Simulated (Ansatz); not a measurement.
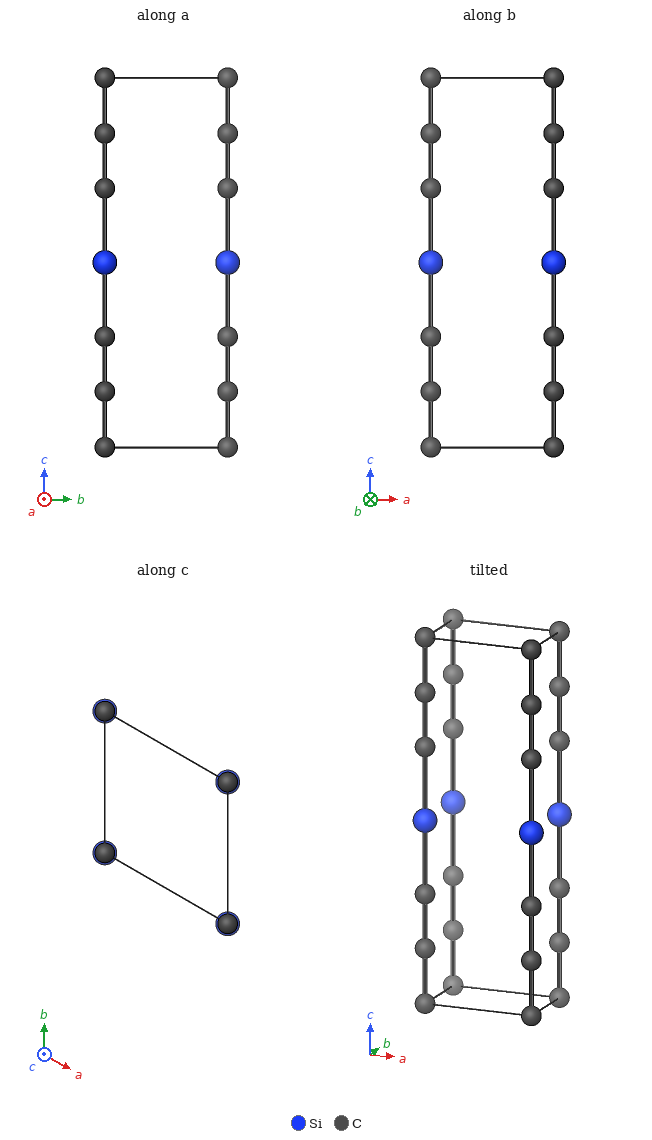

The figure gives a ball-and-stick picture of the atoms, viewed along the a axis, along the b axis, along the c axis and slightly off an axis. The frame is the conventional unit cell; atoms at its boundary are shown with their periodic copies.

Lattice parameters: a = 3.2838 Å, b = 3.2838 Å, c = 8.5548 Å, α = 90.000°, β = 90.000°, γ = 120.000°.

Write down what is shown as a CIF with its space group and independent sites, with free fractional coordinates to two decimals.

Answer.
```cif
data_structure
_symmetry_space_group_name_H-M 'P 6/m m m'
_symmetry_Int_Tables_number 191
_cell_length_a 3.2838
_cell_length_b 3.2838
_cell_length_c 8.5548
_cell_angle_alpha 90.000
_cell_angle_beta 90.000
_cell_angle_gamma 120.000
_cell_volume 79.89
loop_
_atom_site_label
_atom_site_type_symbol
_atom_site_symmetry_multiplicity
_atom_site_Wyckoff_symbol
_atom_site_fract_x
_atom_site_fract_y
_atom_site_fract_z
_atom_site_occupancy
Si1 Si 1 b 0.00 0.00 0.50 1
C1 C 2 e 0.00 0.00 0.85 1
C2 C 1 a 0.00 0.00 0.00 1
C3 C 2 e 0.00 0.00 0.30 1
```

Its origin is a structure type filled with these elements by a generator (whether the compound takes this form wasn't checked). Relaxation method: DFT PBE, scalar-relativistic, plane waves, PAW in Ansatz 0.2.0.
